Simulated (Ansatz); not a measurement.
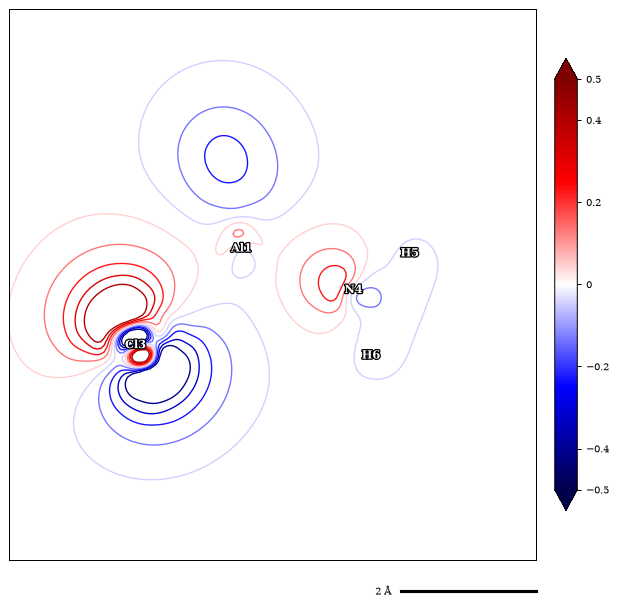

Figure. AlClFH₄N. The HOMO−1 on the plane of atoms Cl3, Al1 and N4 (values in Å⁻³ᐟ²; the overall sign is arbitrary).

These are results of Ansatz 0.2.0, RKS r2SCAN-D4/def2-SVP, not measurements.

```csv
atom,x (Å),y (Å),z (Å)
Al,-0.0593,0.0228,0.0063
H,-0.0195,-0.5340,1.5017
Cl,1.7502,0.1520,-1.0976
N,-1.5699,-0.0324,-0.9148
H,-2.4734,-0.3134,-0.5475
H,-1.6448,0.1403,-1.9125
F,0.0404,1.8914,0.9308
H,0.1384,1.5715,1.8105
```

Question: Where does this orbital lie, and at what energy?

Answer: By Hirshfeld shares it lies mainly on Cl3 (about 70 %) and H2 (about 15 %); largely a lone pair of Cl3. Its energy is −7.28 eV.
